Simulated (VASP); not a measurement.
Band structure of TiAl (space group P4/mmm). Calculation: PBE GGA, VASP's PBE PAW potentials (set 64) (plane waves; VASP).

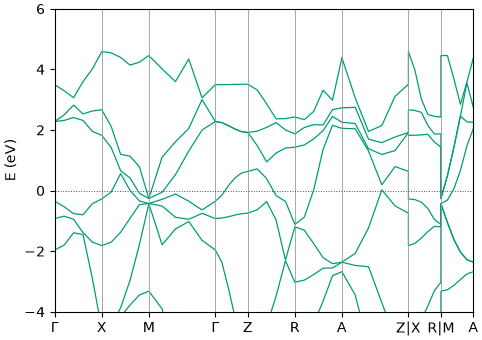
Fig. 1. Bands along high-symmetry lines, zero at the valence-band maximum or, without a gap, the Fermi level

### Question
Read the plot: is there a gap, and where are the band edges?

### Answer
It has no gap at this level: it comes out as a metal or semimetal.

The structure comes from a computed database's TiAl entry; how it stands against other phases isn't given here. The cell was not relaxed at this level. The electron count is odd and the run is not spin-polarised, which forces a metal.
